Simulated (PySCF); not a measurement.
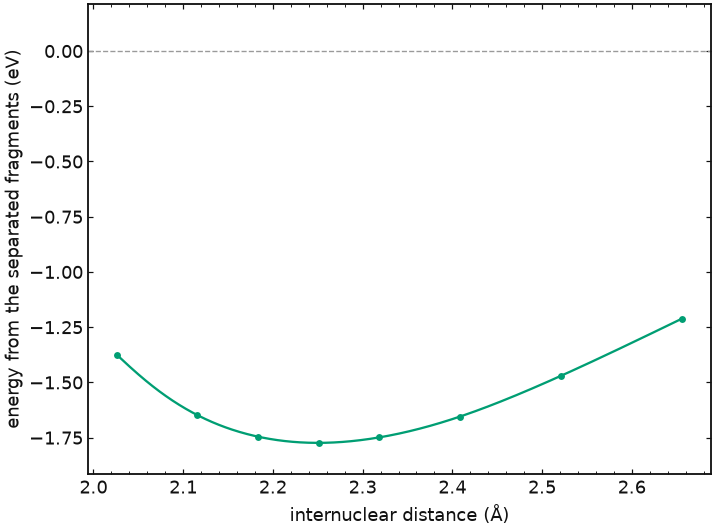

Bond curve of MgS⁺, doublet (excess alpha electrons: πx +1). CCSD(T)/pcseg-2, PySCF 2.14.0, UHF. One reference determinant with the occupation held, the lowest that a PBE0 search over spins and occupations found; no spin-orbit coupling. Zero is the separated fragments in their ground configurations, without counterpoise. The fragments are Mg⁺ + S.

### What constants does a Dunham fit to the curve give (main isotopes)?

re = 2.251 Å, ωe = 480 cm⁻¹, De = 1.77 eV, Be = 0.243 cm⁻¹.

### Give the computed points.

```tsv
r (Å)	E (eV)
2.026	−1.37
2.116	−1.65
2.184	−1.75
2.251	−1.77
2.319	−1.75
2.409	−1.65
2.521	−1.47
2.656	−1.21
```

Caveats: lowest determinant of a PBE0 search, another state may lie lower.
